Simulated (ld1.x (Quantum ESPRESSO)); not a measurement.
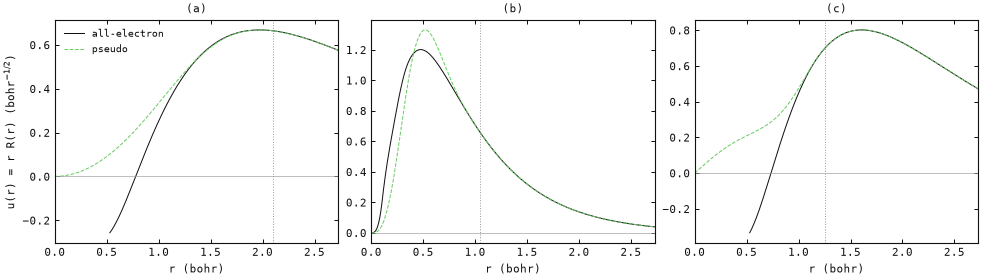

Pseudo-waves (dashed) against the all-electron radial functions (solid). Dotted lines mark the matching radii. The all-electron curves start outside the innermost oscillations, which aren't drawn.

ld1.x (Quantum ESPRESSO) 7.5, LDA (PZ), scalar-relativistic. The levels are (a) -5.35 eV, (b) -40.89 eV, (c) -14.70 eV.

Identify the atom and the shell in each panel.

Arsenic (As), core [Ar], valence 3d10 4s2 4p3 (neutral): (a) 4p, (b) 3d, (c) 4s.

Are the pseudo-waves norm-conserving?

Yes. The TM scheme keeps the all-electron norm inside the radius.

The potential isn't sound: its ghost test gives ghost state below the valence levels: p at -357.2 eV.
